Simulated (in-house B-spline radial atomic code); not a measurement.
# Os⁶⁴⁺: RPA and G0W0 on different mean-field starts

G0W0 and RPA are one-shot methods. How much does the choice of start matter for Os⁶⁴⁺?

Method: RPA, second order, AC-SOSEX and G0W0 (contour deformation) on a scalar-relativistic mean field, all electrons; no spin-orbit coupling, Breit or QED terms, no two-electron picture change. Code: an in-house B-spline radial atomic code, version 1.

### Step 1. Starting point

| Quantity | Value |
| --- | --- |
| element | osmium (Z = 76) |
| charge | +64 |
| electrons | 12 |
| configuration | [Ne] 3s2 |
| next ion, run as well | [Ne] 3s1 |
| Hamiltonian | scalar-relativistic (spin-free one-electron X2C), finite nucleus |
| starts | Hartree-Fock, PBE, LDA (VWN5), HSE06, TPSS |

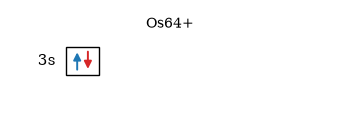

Occupation of the outer shells (arrows by Hund's rule).

### Step 2. Hartree-Fock start

Settings of the run:

```ini
Z = 76
electrons = 12.0
configuration = [Ne] 3s2
hamiltonian = x2c
method = hf
lmax = 9
rms_radius = 5.4126
spin_polarised = False
box_radius = 1.75
intervals = 59
```

Started as:

```sh
$ python run_gw.py task.json out
```

One command runs all members of the session, one after another, from task.json.

After this run come: PBE start; LDA (VWN5) start; HSE06 start; TPSS start.

**Question.** What will these runs give? Wanted: highest level, mean field; highest level, G0W0; RPA correlation energy; RPA+SOSEX.

**Answer**, as computed:

```
                                          quantity                                                               value
   highest level, mean field (range over the runs)                                             -7477.28 to -7426.10 eV
         highest level, G0W0 (range over the runs)                                             -7483.73 to -7482.86 eV
                            RPA correlation energy                                            -1.085 to -1.035 hartree
                                         RPA+SOSEX                                          -0.6765 to -0.6490 hartree
tabulated theoretical ionisation energy (3s shell)  7468.0 ± 24 eV (NIST Atomic Spectra Database, ionization energies)
               G0W0 removal energy less that value                                                   +14.9 to +15.7 eV
```

In words: Across the starts the mean-field level varies by 51.2 eV and the G0W0 level by 0.86 eV (1.7 % as much). Starts without exact exchange bind the level too weakly, through self-interaction, and G0W0 pulls it down by 54 to 58 eV. The RPA energy is largest in size on LDA (VWN5) and smallest on Hartree-Fock, 4.6 % apart; over the runs it loosely follows the gap of the start, as smaller excitation energies give more correlation. All G0W0 removal energies agree with the tabulated theoretical ionisation energy, 7468.0 ± 24 eV, within its uncertainty. Read as a removal energy, the bare PBE level is off by -39.1 eV (-0.52 %) and the nearest bare level, Hartree-Fock's, by +9.28 eV. As differences of total energies the mean miss over the starts is 15 eV for mean field, 14 eV for RPA, 13 eV for RPA+SOSEX. The reference's uncertainty exceeds the spread between them.
